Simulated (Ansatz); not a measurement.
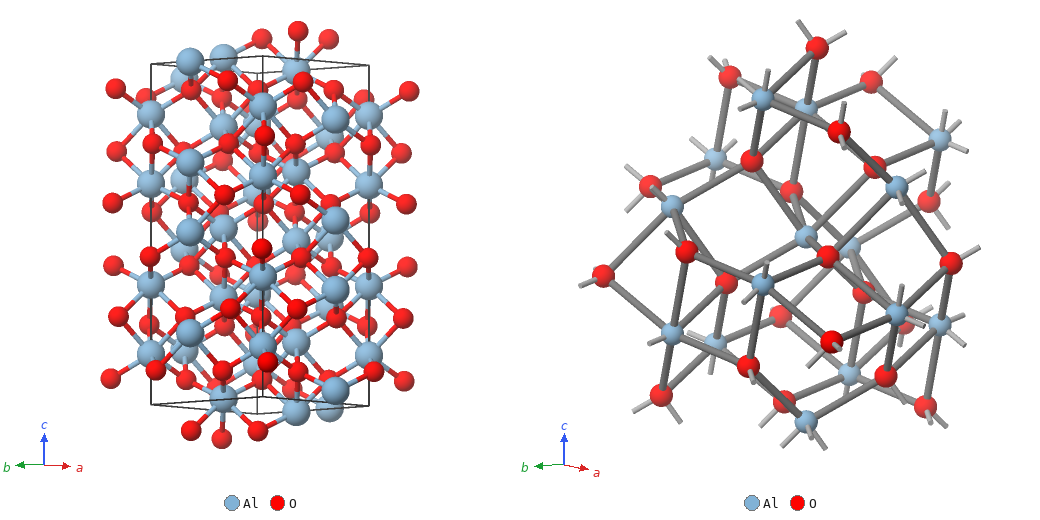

Left: the structure. Right: its underlying net. Nodes are coloured by element. Short stubs are edges that leave the cut-out.

The compound is Al2O3 (space group R-3c, No. 167), taken as the end point of a relaxation with Ansatz, DFT, PAW plane waves, r2scan.

Bonds are taken as Al–O below 2.2 Å. Atoms with one bond or none are removed and atoms with two bonds are replaced by edges, until no such atom is left.

The result is a binodal (4,6)-connected, three-periodic net: O is a 4-connected node; Al is a 6-connected node, in the ratio 3:2. It is the cor net, known from corundum. It is a single net, without interpenetration.

```csv
node,links,point symbol,coordination sequence
O,4,4^3.6^3,4 16 26 66 70
Al,6,4^6.6^9,6 13 39 46 105
```
